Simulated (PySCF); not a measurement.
SiHCl, SMILES [SiH]Cl (connectivity only; charge and spin as stated), neutral, multiplicity 1.

The structure is a stationary point at r2SCAN-D4/def2-TZVP. The isomer is the one that the SMILES or the coordinates give; other isomers of the formula were not compared.

Lowest vertical singlet excitation by several levels in PySCF, with rough processor times relative to the cheapest run on one machine. Each run also gave further roots (ADC and EOM-CCSD ionised and attached states too); roots are paired by order and the bases differ. EOM-CCSD serves as a yardstick, not as the true value; all levels that ended soundly for this molecule are listed, with differences from unrounded values.

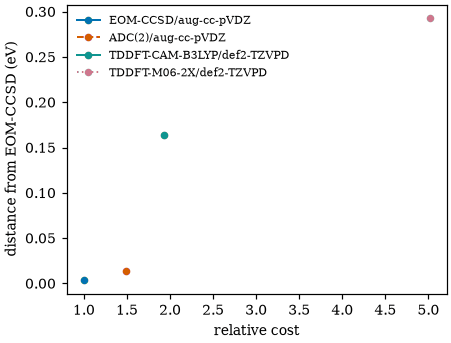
Figure: Cost against distance from EOM-CCSD for the lowest singlet.

| level | relative cost | S1 (eV) | S1 minus EOM-CCSD (eV) |
|---|---|---|---|
| EOM-CCSD/aug-cc-pVDZ | 1 | 2.84 | 0.00 |
| ADC(2)/aug-cc-pVDZ | 1 | 2.83 | -0.01 |
| TDDFT-CAM-B3LYP/def2-TZVPD | 2 | 2.68 | -0.16 |
| TDDFT-M06-2X/def2-TZVPD | 5 | 2.55 | -0.29 |
